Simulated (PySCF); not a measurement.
**CF₃, charge +1, SMILES `F[C+](F)F`: what the electrons do**

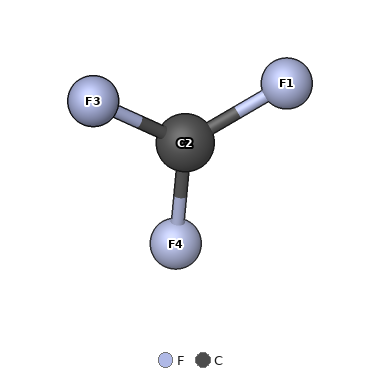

The molecule, with its atoms numbered as below. No frequency check shows the geometry to be a minimum.

Cartesian coordinates (Å):

```
F1      -1.1951   -0.3202    0.0000
C2       0.0000   -0.0000    0.0000
F3       0.8749   -0.8749    0.0000
F4       0.3202    1.1951    0.0000
```

## 1. Bonding charge

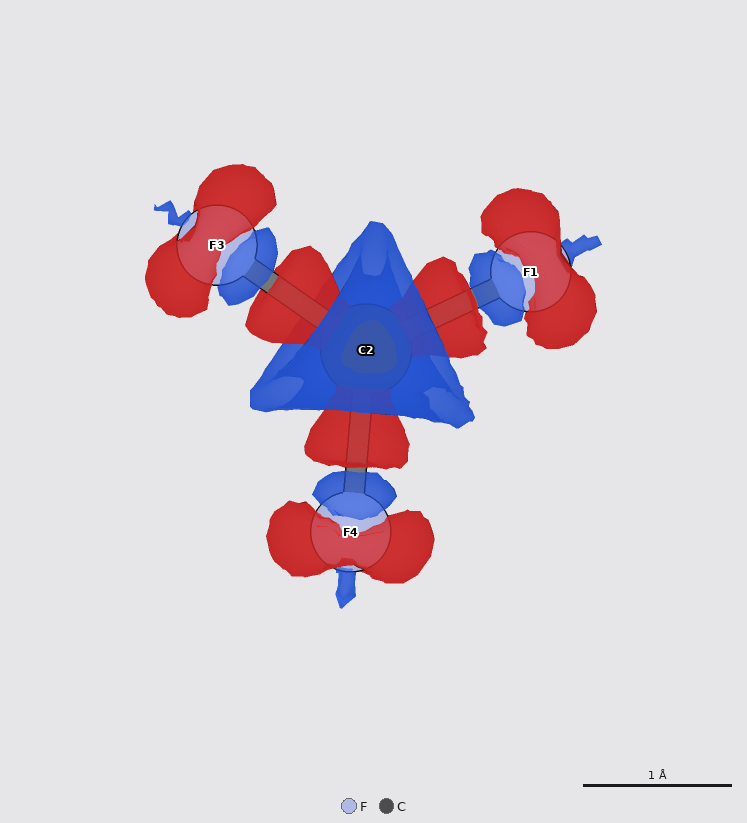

Deformation density (molecule less spherical, spin-averaged free atoms at the same positions), surfaces at ±0.15 e/Å³; red: gain, blue: loss.

PySCF calculation, PBE0/def2-TZVP, gas phase; geometry: GFN2-xTB.

Describe the bonding that the map shows.

Answer. C2–F3, F1–C2 and C2–F4: +0.44 e/Å³ at the bond critical point (bond length 1.24 Å, Mayer order 1.5). In all, 0.6 electrons gather in the regions of gain relative to the promolecule of neutral atoms (the regions of loss give up this much and the cation's charge besides).

## 2. Bond critical points

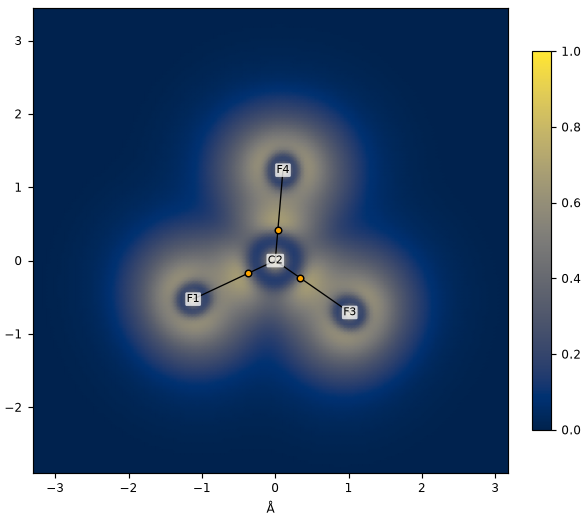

Localised orbital locator (LOL) in the molecular plane, with bond paths and bond critical points (dots).

Rank the bonds in the plane by LOL at their critical points.

Answer. C2–F3, F1–C2 and C2–F4: about 0.47. Values above 0.5 mark slow, localised electrons, as in shared pairs; low values at a critical point mark a polar or closed-shell contact whose critical point lies between the shells.

Where along C2–F3 does the critical point lie?

Answer. 0.41 Å from C2 and 0.82 Å from F3.

## 3. Local ionisation energy

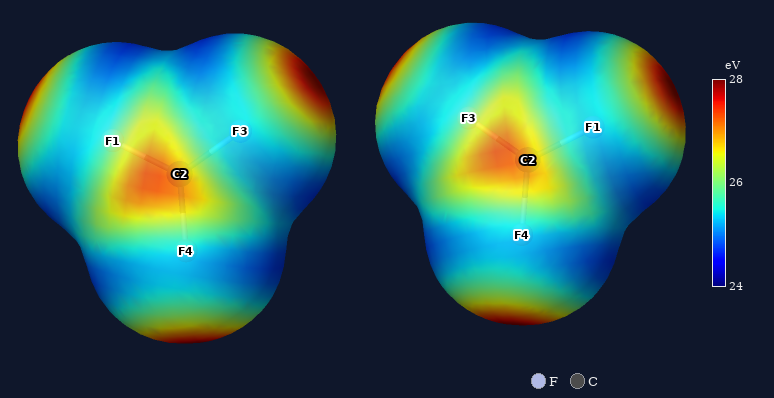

Average local ionisation energy on the surface of electron density 0.001 a.u. (back view left, front view right).

Where are the most loosely bound electrons on this surface?

Answer. The lowest value is 24.7 eV, 1.6 Å from F4, and at like points elsewhere. For comparison, the highest occupied orbital lies at −21.8 eV.

## 4. Excited states

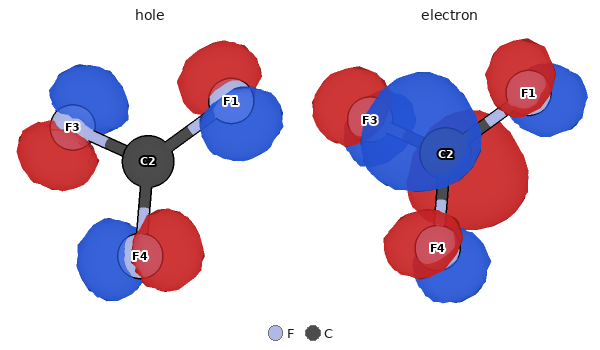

Leading natural transition orbital pair of T₁ (TDA triplet states); the surfaces enclose about 78 % of each orbital's density.

Method: CAM-B3LYP/def2-TZVP; geometry: GFN2-xTB; program: PySCF. Without diffuse functions Rydberg states are missing, so the states' numbers hold for this basis only.

Where does the state lie, and where do hole and electron sit?

Answer. 8.40 eV (148 nm), spin-forbidden from the singlet ground state; the leading pair carries 100 %; hole on F1, F3 and F4 (32 % each) and C2 (5 %), electron on C2 (53 %) and F1, F3 and F4 (16 % each); their centroids lie 0.0 Å apart. In canonical orbitals it is mainly HOMO → LUMO (100 %). The HOMO–LUMO gap is 14.13 eV.

## 5. In an electric field

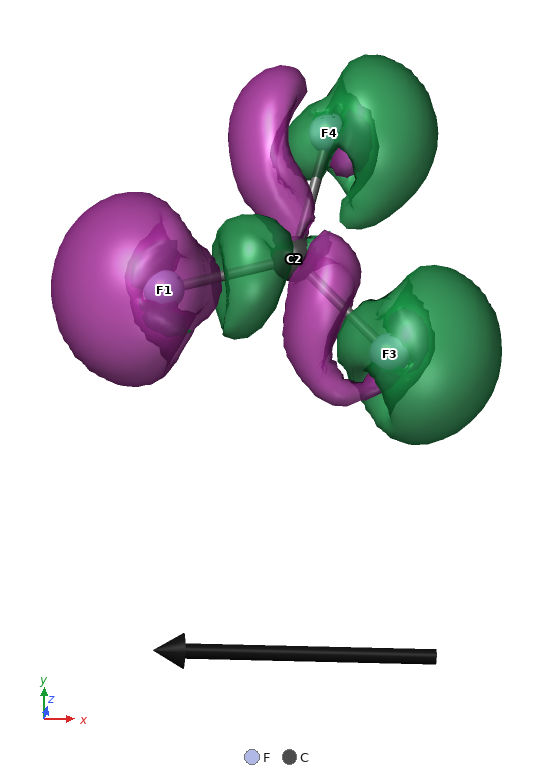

Change of the electron density in a uniform field of 0.51 V/Å along −x (arrow), surfaces at ±0.003 e/Å³ (green: gain, purple: loss).

Computed with PySCF, B3LYP/6-31G*, geometry: GFN2-xTB. A basis without diffuse functions makes polarisabilities too small.

How large is the response?

Answer. The induced dipole is 0.33 D (along the field); α along this axis, from the fields in both directions, is 13 bohr³ (1.9 Å³).

Which atoms gain and lose the most charge?

Answer. Electrons gather most on F3 (Hirshfeld charge changes by −0.016 e) and leave F1 most (+0.022 e); 0.039 electrons are displaced in all.

## 6. Removing or adding an electron

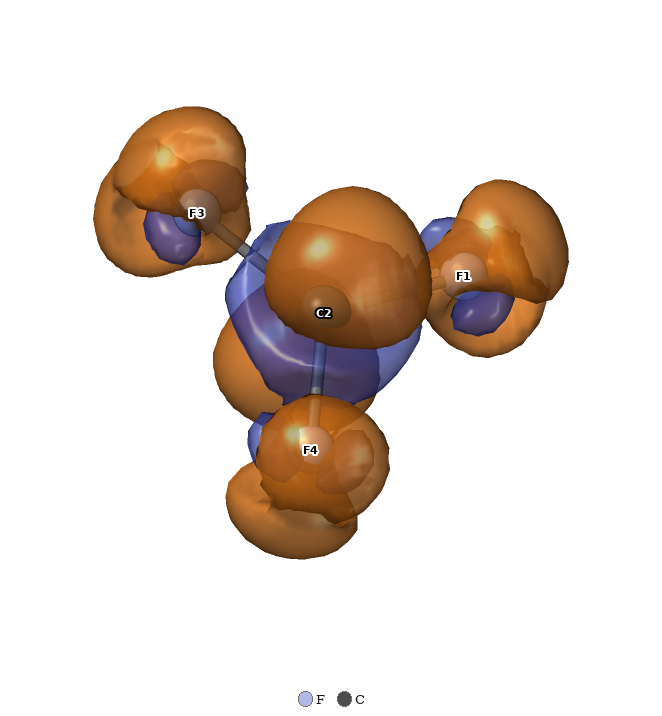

Fukui function f⁺ = ρ(N+1) − ρ(N) at fixed geometry, surfaces at ±0.05 e/Å³ (orange positive, blue negative).

Level of theory: HF/def2-SVPD (PySCF), at a geometry from GFN2-xTB.

Which atoms respond most to the addition of an electron?

Answer. f⁺ (Hirshfeld-condensed) is largest on C2 (0.41); the vertical electron affinity is 7.33 eV (the stability of the neutral species's solution wasn't checked). Condensed values hint at sites of nucleophilic attack but needn't mark the atom that reacts. Orbital relaxation makes it negative in places (0.15 e in all).

The PySCF runs shown took 2.7 s, 23 s, 3.1 s and 3.6 s on 1 thread of AMD EPYC 9R45 96-Core Processor (Zen 5) (shared host).
